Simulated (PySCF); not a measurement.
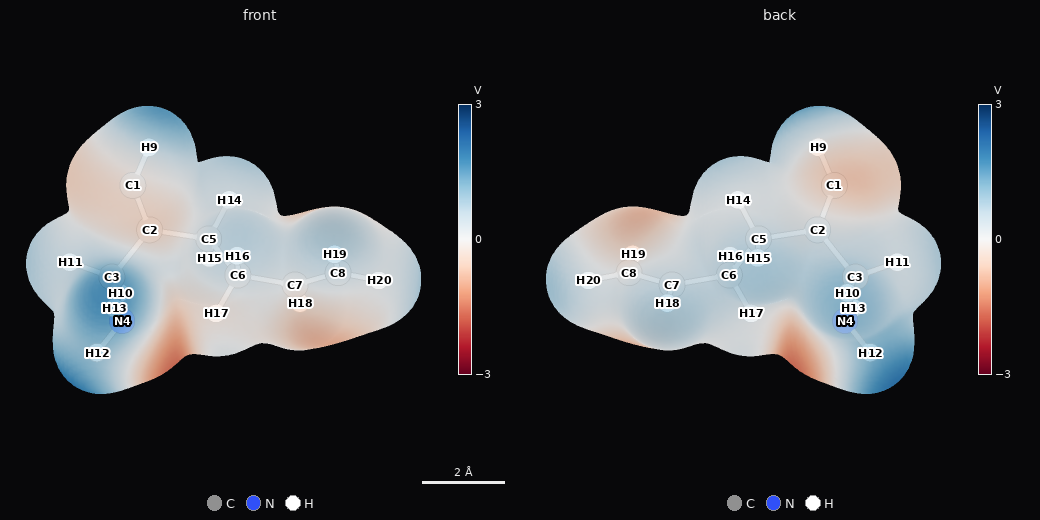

C7H12N (SMILES [H]/[C]=C(/CN)CCC=C) (doublet). The electrostatic potential painted on the density surface at 0.004 e/bohr³, seen from the front and from behind; the colour scale runs from red (negative) to blue (positive).

Geometry: GFN2-xTB.

Theory: UKS B3LYP, pcH-1 on C H N, non-relativistic, mean-field spin-orbit, GIAO (PySCF).

```yaml
atoms:
  - { symbol: C, position_ang: [1.7743, -1.4286, 1.3235] }
  - { symbol: C, position_ang: [1.3848, -0.7543, 0.2901] }
  - { symbol: C, position_ang: [2.2760, 0.2671, -0.3877] }
  - { symbol: N, position_ang: [1.8232, 1.6207, -0.0801] }
  - { symbol: C, position_ang: [-0.0075, -0.9115, -0.3202] }
  - { symbol: C, position_ang: [-0.9232, 0.2473, 0.0866] }
  - { symbol: C, position_ang: [-2.2671, 0.1032, -0.5500] }
  - { symbol: C, position_ang: [-3.4063, 0.0296, 0.1125] }
  - { symbol: H, position_ang: [1.3915, -2.1744, 1.9799] }
  - { symbol: H, position_ang: [2.2132, 0.1394, -1.4731] }
  - { symbol: H, position_ang: [3.3171, 0.0822, -0.0787] }
  - { symbol: H, position_ang: [2.4192, 2.2997, -0.5423] }
  - { symbol: H, position_ang: [1.8873, 1.7813, 0.9203] }
  - { symbol: H, position_ang: [-0.4437, -1.8553, 0.0117] }
  - { symbol: H, position_ang: [0.0941, -0.9386, -1.4068] }
  - { symbol: H, position_ang: [-1.0246, 0.2660, 1.1731] }
  - { symbol: H, position_ang: [-0.4563, 1.1821, -0.2328] }
  - { symbol: H, position_ang: [-2.2628, 0.0485, -1.6315] }
  - { symbol: H, position_ang: [-3.4391, 0.0792, 1.1890] }
  - { symbol: H, position_ang: [-4.3551, -0.0730, -0.3868] }
```

**Where is the surface potential most negative and most positive?**

The most negative region (about −1.5 V, or −35 kcal/mol for a unit charge) lies over N4, the most positive (about +2.0 V, or +46 kcal/mol for a unit charge) over H12. N4 is the likeliest acceptor of a hydrogen bond.
